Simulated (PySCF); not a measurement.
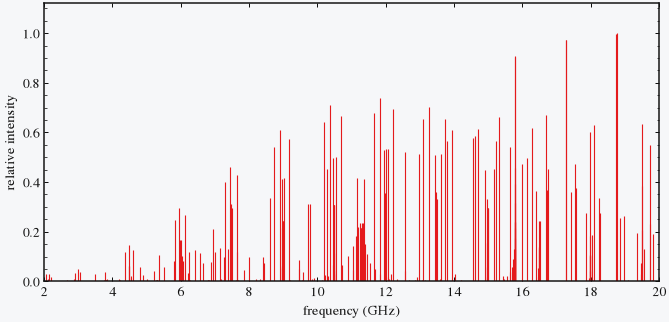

Simulated rotational absorption lines between 2 and 20 GHz at 1.5 K: rigid rotor with the equilibrium constants and dipole of one optimised conformer (PBE0-D3(BJ)/def2-SVP, PySCF), commonest isotopes; no centrifugal distortion, hyperfine structure, internal rotation or nuclear-spin weights; lines within 1 MHz of each other are summed.

Which molecule gives this spectrum?
A. C₆H₁₁BO₂, SMILES C=C(C)[C@H]1CCOBO1
B. C₅H₇F₃GeS, SMILES FC(F)(F)SC1=C[CH2][GeH2][CH2]1, singlet
C. C₄H₉NSi₂, SMILES N#C[C@@H]1CC[SiH2][SiH2]1
D. C₆H₁₃As, SMILES C=C(C[AsH2])CCC

Answer. Option D. Rotational constants A, B, C = 3.005, 0.7838, 0.7122 GHz, |μa|, |μb|, |μc| = 0.57, 0.04, 0.55 D.

Note: coarse grid, loose stop and no frequency check, small forces are noise and the end may be a saddle.
